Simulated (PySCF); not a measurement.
**C$_{3}$H$_{2}$F$_{3}$N$_{3}$Si: density, localisation and related maps**

```xyz
12

N     2.2980   -0.1762   -2.2079
C     1.5270   -0.0095   -1.3794
Si    0.3164    0.2544    0.0231
N     0.7271   -0.2958    1.5775
C    -0.1220    2.0664    0.0125
N    -0.3636    3.1838    0.0089
C    -1.2702   -0.7657   -0.4398
F    -1.6921   -0.5654   -1.6980
F    -1.0496   -2.0925   -0.3169
F    -2.3129   -0.4900    0.3645
H     0.4625   -1.2089    1.9137
H     1.4806    0.0985    2.1157
```

Geometry: GFN2-xTB.

These are results of PySCF 2.14.0, PBE0/pcSseg-1, SCF density, gas phase, non-relativistic, not measurements.

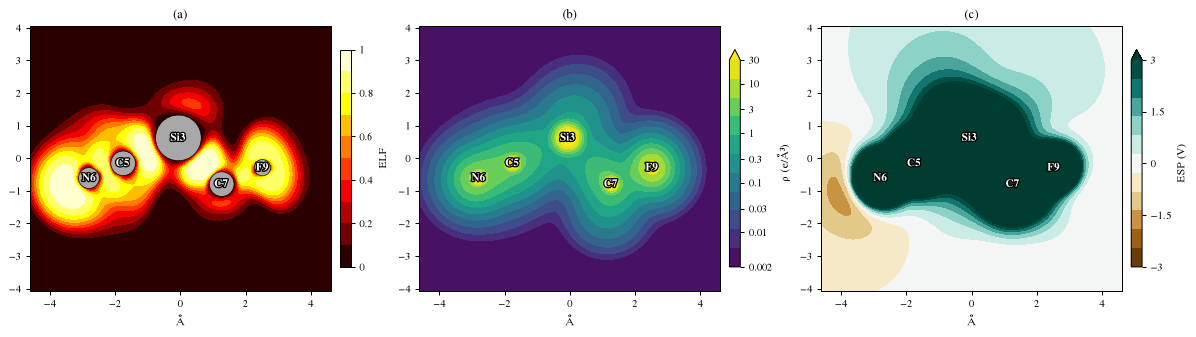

Figure 1. (a) electron localisation function; (b) total electron density; (c) molecular electrostatic potential on the plane of atoms C5, Si3 and C7. Grey discs cover the atomic cores in the ELF map.

**Describe what can be read from this map.**

The plane passes through Si, C, N and F nuclei.
C–N (1.14 Å): ρ at the midpoint is about 3.7 e/Å³; the ELF peaks at about 0.90 between the atoms; a short, multiple covalent bond.
C–F (1.35 Å): the density is about 2.3 e/Å³ at the midpoint, with its minimum of 1.9 e/Å³ about 0.5 Å from C; the ELF peaks at about 0.85 between the atoms (a polar covalent bond).
C–Si (1.86 Å): ρ at the midpoint is about 0.92 e/Å³; the ELF peaks at about 1 between the atoms; a covalent bond.
C–Si (1.94 Å): ρ at the midpoint is about 0.96 e/Å³; the ELF peaks at about 1 between the atoms; a covalent bond.
The ELF also peaks beside N6 and F9, away from the bonds: lone-pair regions.
Outside the dense part of the molecule the potential is most negative (−1.6 V) near N6.

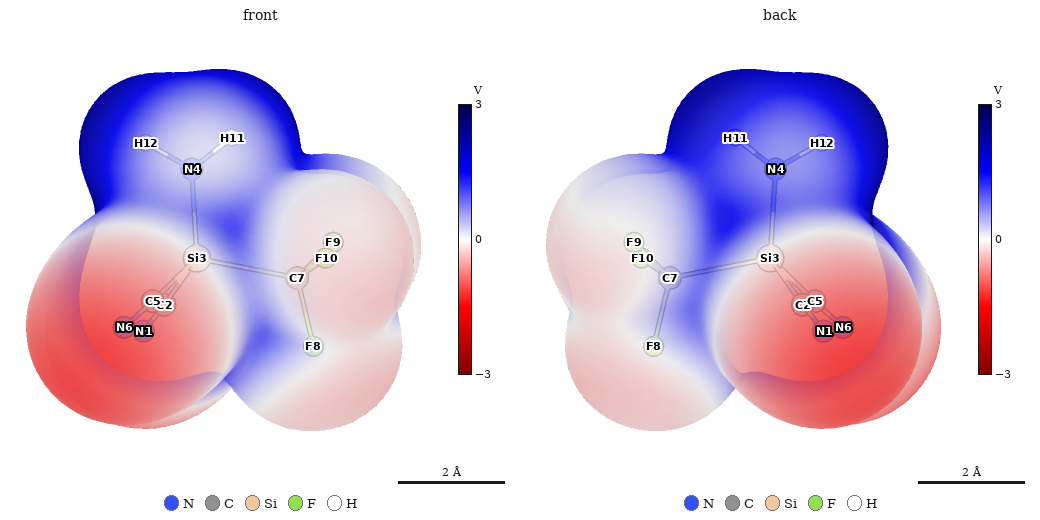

Figure 2. The molecular electrostatic potential painted on the density surface at 0.001 e/bohr³, seen from the front and from behind; the colour scale runs from red (negative) to blue (positive).

**Describe the electrostatic potential map.**

The most negative region (about −1.2 V) lies over N1 and N6, the most positive (about +2.5 V) over Si3.

**What dipole moment does the calculation give?**

Its dipole moment is 4.56 D.
